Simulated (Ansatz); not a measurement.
**Cl₄Hf···H₂: density, localisation and related maps**

Input

```
crystal:
  periodic: [false, false, false]
  atoms:
    - {symbol: Hf, position_ang: [-0.495504, -0.679727, -0.583400]}
    - {symbol: Cl, position_ang: [1.268549, 0.229271, -1.783985]}
    - {symbol: Cl, position_ang: [-1.572248, -2.249082, -1.904959]}
    - {symbol: Cl, position_ang: [0.293674, -1.725623, 1.330501]}
    - {symbol: Cl, position_ang: [-2.005124, 0.984164, -0.011538]}
    - {symbol: H, position_ang: [1.333835, 1.924042, 1.173554]}
    - {symbol: H, position_ang: [1.176817, 1.516855, 1.779728]}
basis:
  gaussian: {orbitals: def2-TZVPP}
hamiltonian: {xc: pbe0, dispersion: d4}
output: {orbitals: {seedname: orbitals}}
```

Command:

```sh
ansatz run in.yaml --threads 8 --pin off --events-out ev --progress --plain --max-ram 19148MiB
```

The reactant side of a reaction path; geometry: PBE0-D4/def2-TZVP; core potentials replace the inner electrons of Hf.

Computed with Ansatz, RKS PBE0-D4/def2-TZVPP.

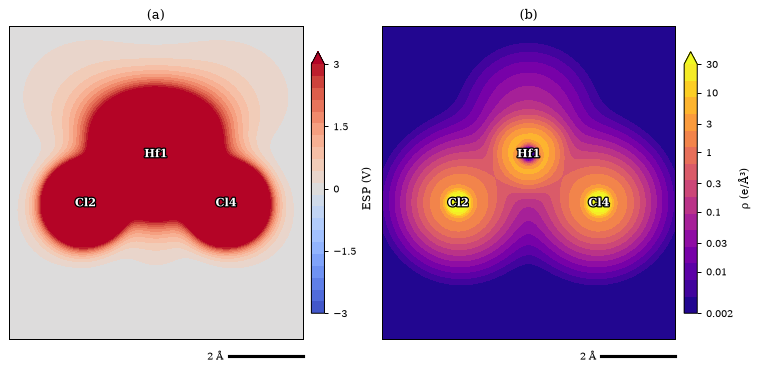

Figure 1. (a) electrostatic potential; (b) electron density on the plane of atoms Cl2, Hf1 and Cl4.

Describe what can be read from this map.

- The plane passes through Hf and Cl nuclei.
- Hf–Cl (2.32 Å): the density is about 0.65 e/Å³ at the midpoint.
- The potential has no marked negative region in this plane.

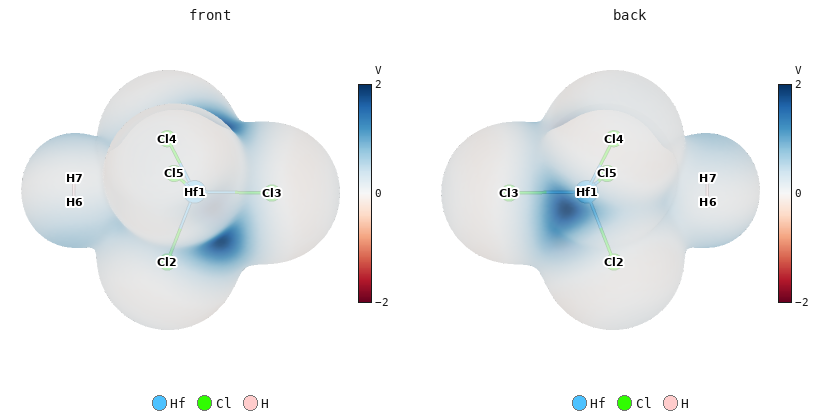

Figure 2. The electrostatic potential painted on the density surface at 0.001 e/bohr³, seen from the front and from behind; red is negative and blue positive.

Describe the electrostatic potential map.

The most negative region (about −0.1 V) lies over Cl2, Cl3, Cl4 and Cl5, the most positive (about +1.7 V) over Hf1.

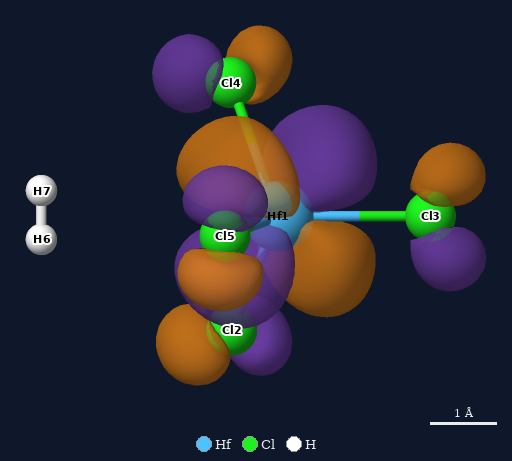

Figure 3. The LUMO at ±0.1 Å⁻³ᐟ² (orange and purple are the two phases), seen at a tilt.

What is the character of this orbital?

It lies mainly on Hf1 (about 65 %), Cl3 (about 10 %), Cl2 (about 10 %), Cl4 (about 10 %) and Cl5 (about 10 %). Its energy is −2.10 eV.
